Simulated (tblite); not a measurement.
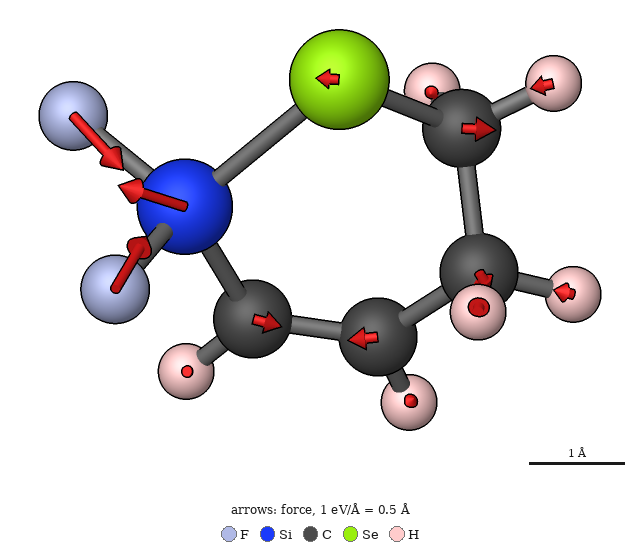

Starting geometry of C$_{4}$H$_{6}$F$_{2}$SeSi with the computed forces as red arrows. The picture is a ball-and-stick view, seen at a tilt.

Level of theory: GFN2-xTB geometry optimisation, gas phase (tblite 0.8.0). 

Q: Is this structure relaxed? If not, where do the atoms go?

A: It isn't relaxed: the largest force vector, on an F atom, is 2.04 eV/Å. The final displacements have little in common with the starting forces (cosine between the two patterns 0.21). The largest move after the best rigid fit is that of an F atom, 0.47 Å. By element the largest moves are F 0.47 Å, H 0.41 Å, Se 0.26 Å, C 0.15 Å, Si 0.06 Å. Among the contacts that change: F–Si 1.700 → 1.599 Å, Se–Si 2.278 → 2.238 Å, C–Se 1.959 → 1.989 Å, C–H 1.113 → 1.096 Å. Bond angles that change, for instance: F–Si–F 108.4° → 100.1°, F–Si–Se 109.4° → 113.3°, C–C–C 112.3° → 116.2°. Over 89 geometry steps the energy falls by 0.312 eV. Cost: 0.76 s on 1 thread of Intel(R) Xeon(R) Platinum 8488C, with other jobs on the host.
